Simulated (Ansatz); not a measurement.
CHSbSe

```xyz
4

C    -1.7061    0.9028    1.5252
Sb   -0.4321   -0.5945    1.8655
Se   -2.8268    2.0927    1.1017
H     0.0376    0.2037    3.3088
```

Geometry: r2SCAN-D4/def2-TZVP; core potentials replace the inner electrons of Sb.

All numbers below come from Ansatz 0.2.0, isolated molecule in a Gaussian basis; Kohn-Sham density functional theory, functional PBE0.

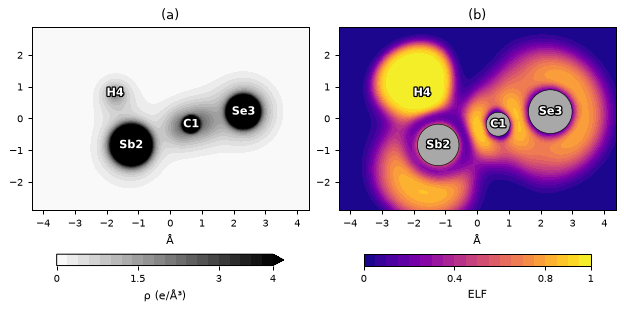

Figure 1. (a) electron density; (b) ELF on the molecular plane. Grey discs cover the atomic cores in the ELF map.

Describe what can be read from this map.

The section cuts through C, Sb, Se and H sites.
C–Se (1.69 Å): ρ at the midpoint is about 1.5 e/Å³; the ELF peaks at about 0.85 between the atoms (localised, covalent bonding).
C–Sb (2.00 Å): the density is about 0.87 e/Å³ at the midpoint; the ELF peaks at about 0.90 in the valence shell of C, 0.6 Å from its nucleus, and drops to about 0.15 between the two atoms.
Sb–H (1.71 Å): ρ is about 1.1 e/Å³ halfway; the ELF climbs to about 1 towards the hydrogen.
The ELF also peaks beside Sb2 and Se3, away from the bonds: lone-pair regions.

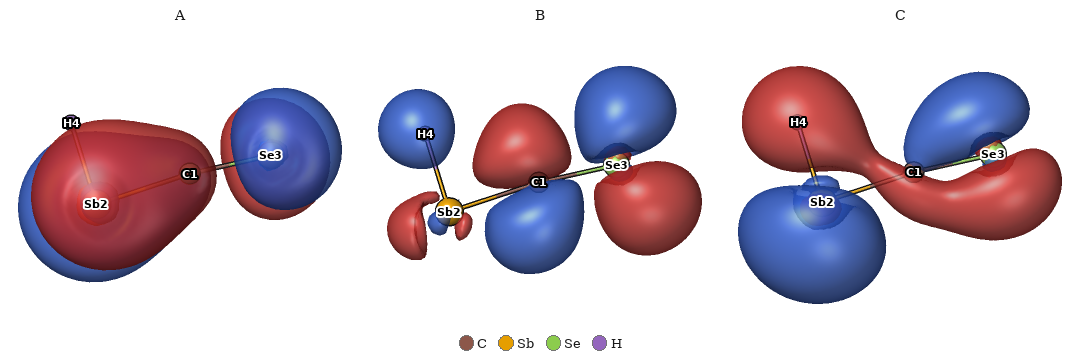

Figure 2. Three frontier orbitals at ±0.08 Å⁻³ᐟ² (red and blue are the two phases), in no order.

Order the three orbitals by energy and name them.

C is the HOMO−1 (−8.13 eV). It lies mainly on Sb2 (about 50 %), Se3 (about 25 %), H4 (about 20 %) and C1 (about 5 %); it is symmetric in the molecular plane (an in-plane orbital: σ, lone-pair or in-plane π type). A is the HOMO (−5.86 eV). Its weight (Hirshfeld) is mainly on Sb2 (about 55 %), Se3 (about 30 %) and C1 (about 15 %); it changes sign across the molecular plane (π type); π-antibonding (a node) across C1–Se3. B is the LUMO (−2.95 eV). It lies mainly on Se3 (about 40 %), C1 (about 40 %) and Sb2 (about 15 %); it is symmetric in the molecular plane (an in-plane orbital: σ, lone-pair or in-plane π type).

What is the HOMO–LUMO gap?

2.91 eV between the orbital energies.

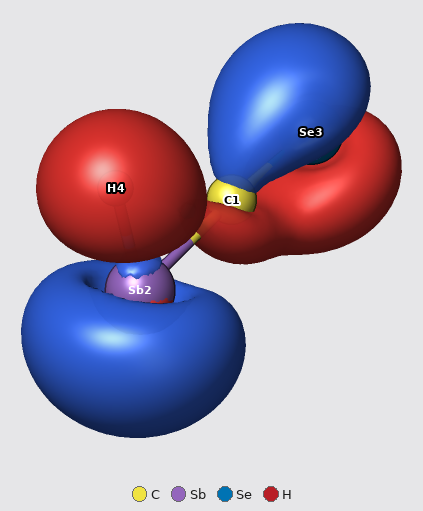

Figure 3. The HOMO−1 at ±0.1 Å⁻³ᐟ² (red and blue are the two phases), seen at an oblique angle.

What is the character of this orbital?

Its weight (Hirshfeld) is mainly on Sb2 (about 50 %), Se3 (about 25 %), H4 (about 20 %) and C1 (about 5 %); it is symmetric in the molecular plane (an in-plane orbital: σ, lone-pair or in-plane π type). Its energy is −8.13 eV.
